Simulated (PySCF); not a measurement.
# C4H5F2 (doublet): what the fields show

```xyz
11

C     2.0752   -0.0881   -0.1474
C     0.7592   -0.4547   -0.0872
C    -0.2925    0.4132    0.1110
F    -0.0686    1.7393    0.2610
C    -1.7435    0.0761    0.1907
F    -1.9489   -1.2653    0.0431
H     2.3685    0.9405   -0.0393
H     2.8461   -0.8180   -0.3039
H     0.4835   -1.4936   -0.1981
H    -2.1624    0.3677    1.1657
H    -2.3113    0.5855   -0.6024
```

Geometry: GFN2-xTB.

The calculation used UKS B3LYP, pcH-1 on C F H, non-relativistic, mean-field spin-orbit, GIAO (PySCF).

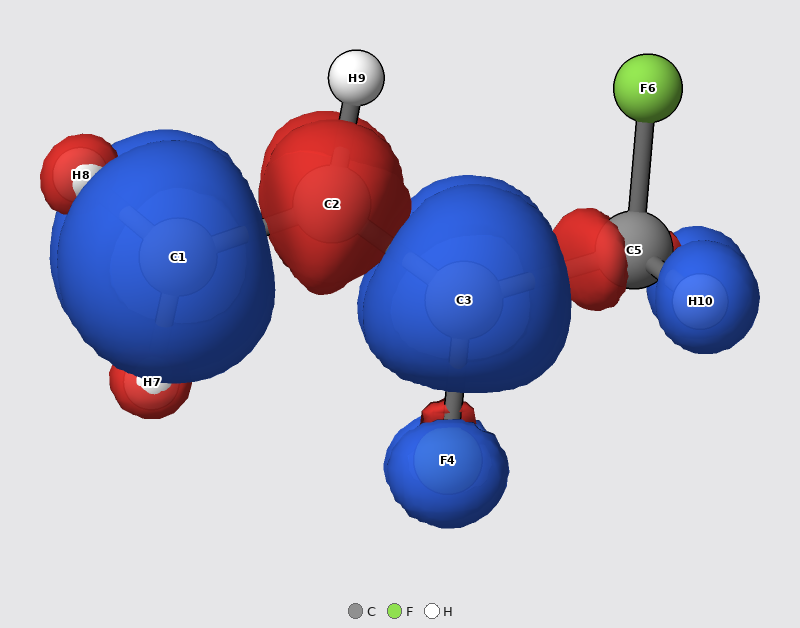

Figure 1. Isosurfaces of the spin density (α minus β) at +0.015 (blue) and −0.015 e/Å³ (red), seen across its widest extent.

Where is the unpaired spin?

The unpaired spin (1 electron) lies mostly on C1 (about 0.4) and C3 (about 0.4), in electrons by Hirshfeld's partition.

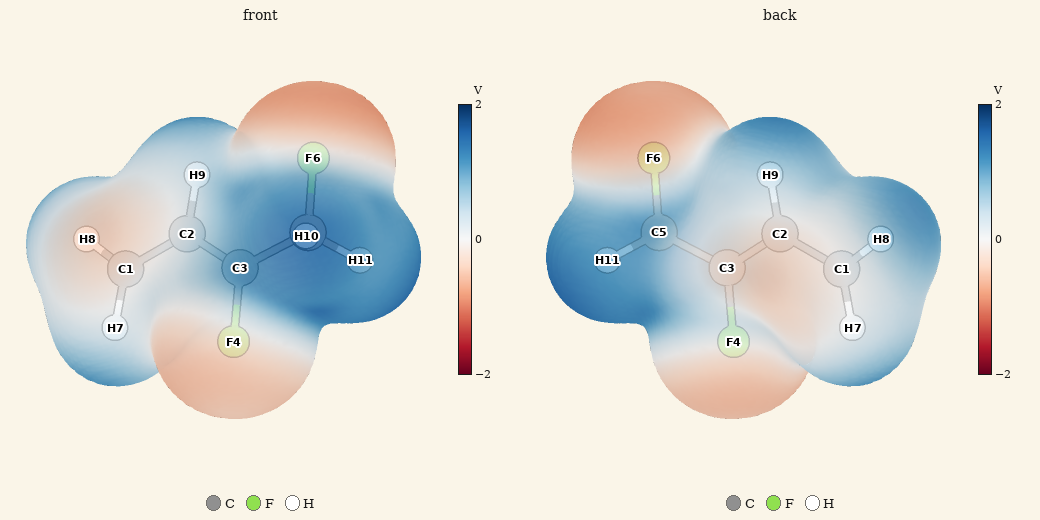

Figure 2. The electrostatic potential painted on the density surface at 0.004 e/bohr³, seen from the front and from behind; the colour scale runs from red (negative) to blue (positive).

Which sites attract a positive test charge, and which a negative one?

A positive charge is drawn to the negative regions and a negative charge to the positive ones. The most negative region (about −0.8 V) lies over F6, the most positive (about +1.5 V) over C5, H10 and H11.

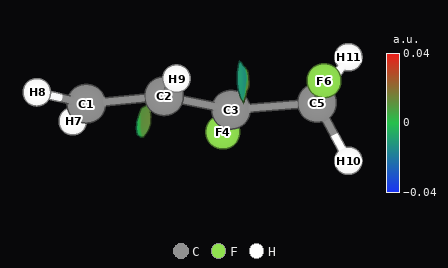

Figure 3. Non-covalent interaction (NCI) plot: the surface where the reduced density gradient is 0.5, for densities under 0.05 a.u., coloured by sign(λ₂)ρ; seen from one side.

Identify the weak interactions.

Between H9 and C2 on one side and F6 and C5 on the other: a weak contact, attractive (blue-green) on one side and crowded (olive to red) on the other; near H7, F4 and C1: mostly steric crowding (olive to red).

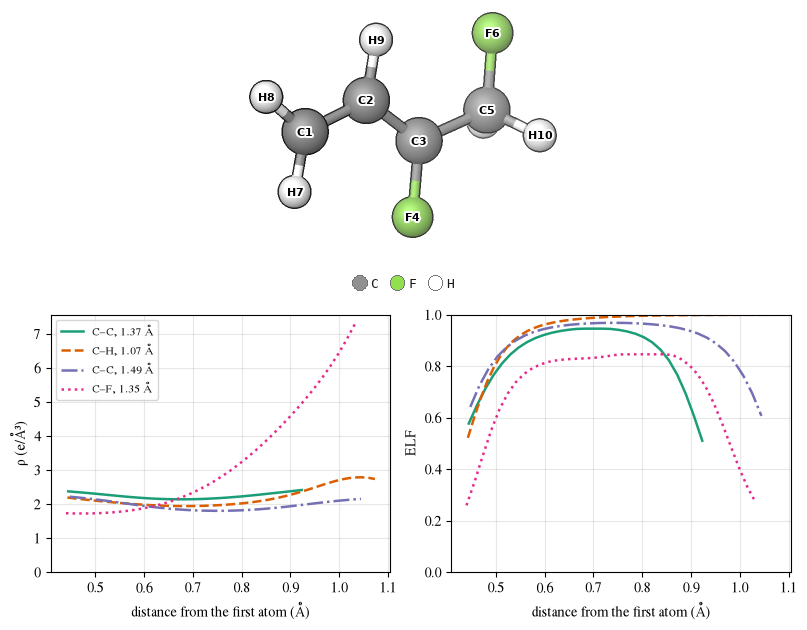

Figure 4. Electron density and ELF along straight lines between neighbouring atoms. The curves leave out the atomic cores. The structure is drawn too.

Compare the contacts.

C–C (1.37 Å): ρ at the midpoint is about 2.1 e/Å³; the ELF peaks at about 0.95 between the atoms, as expected for a covalent bond.
C–H (1.07 Å): ρ at the midpoint is about 2.1 e/Å³; the ELF climbs to about 1 towards the hydrogen, as it does in any bond to H: a covalent bond by its length.
C–C (1.49 Å): the density is about 1.8 e/Å³ at the midpoint; the ELF peaks at about 0.95 between the atoms (a covalent bond).
C–F (1.35 Å): the density is about 2.2 e/Å³ at the midpoint, with its minimum of 1.7 e/Å³ about 0.5 Å from C; the ELF peaks at about 0.85 between the atoms, as expected for a shared but strongly polarised pair.
